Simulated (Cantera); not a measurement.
Charge: 1 mol CH3SiH3, 3.8 mol H2, at 57.0 mbar.

Cantera equilibrium calculation (NASA polynomials, part measured and part estimated; ideal gas, pure solids and liquids). Candidate condensed phases: C, C6H6, C7H8, C8H18, Si, SiC; 87 gas species. The feed counts by its element totals alone. Gases not in the tables: Si2H6 and higher silanes. Kinetics and transport are ignored.

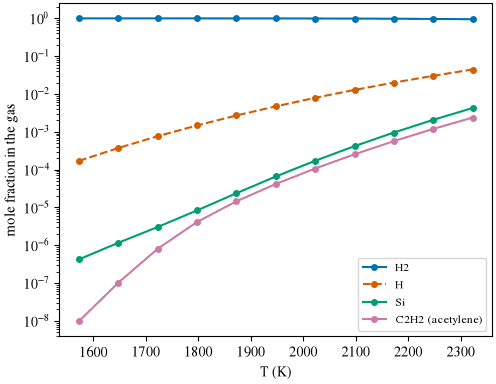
Figure: Equilibrium gas composition (values under 1e-9 drawn at 1e-9)

Task: Read off the mole fractions at 1648 K.

Result: H2 about 1.00, H about 0.00037, Si about 1.2e-6, C2H2 (acetylene) about 1.0e-7.
